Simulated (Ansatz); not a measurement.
Electronic density of states of amorphous silicon oxynitride (Si24O36N8), density 2.49 g/cm³, on a 2×2×2 Γ-centred mesh with a Gaussian width of 0.1 eV; energies count from the Fermi level, whose place inside the gap is arbitrary. Cell and mesh are small, so fine structure isn't converged. Level of theory: PBE, scalar-relativistic without spin-orbit coupling (plane waves to 420 eV, PAW; Ansatz, a program for electronic structure). Sampling: a 2×2×2 Γ-centred mesh; Fermi-Dirac width 0.02 eV; no spin polarisation. At PBE the levels at both edges of the gap are localised (band-tail or defect states), and the nearest spread-out levels lie 4.6 eV apart at the zone centre.

A CHGNet melt-quench gave the starting glass, which DFT then relaxed. O and N atoms were pushed apart under 1.9 Å during the dynamics, to hinder bonds among them. The hot cell started wider than the set density and was brought back towards it in steps. It is the lowest in DFT energy of 2 quenches. It is a model cell: composition and starting density were chosen by hand, and all elements were melted together. No dispersion term was used. A short ab initio anneal came between quench and relaxation. Its density started from a set value of 2.55 and ended at 2.49 g/cm³. Cooling (nominally 91 K/ps over its main leg) ran many orders faster than in experiment, which tends to leave more defects and strain. A cell of this size samples the disorder only roughly. The volume was free in the relaxation, at fixed shape. Stress components on the final sampling reach 2.2 GPa.

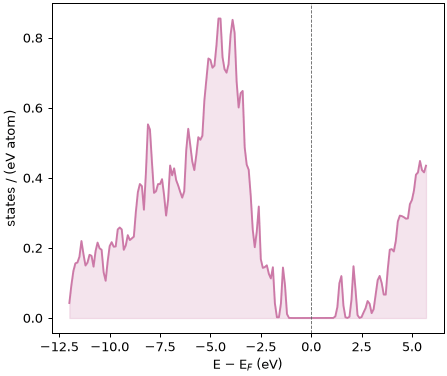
Figure. Density of states per atom

The gap between localised states on this mesh is 2.69 eV; the broadening fills part of it in the curve.
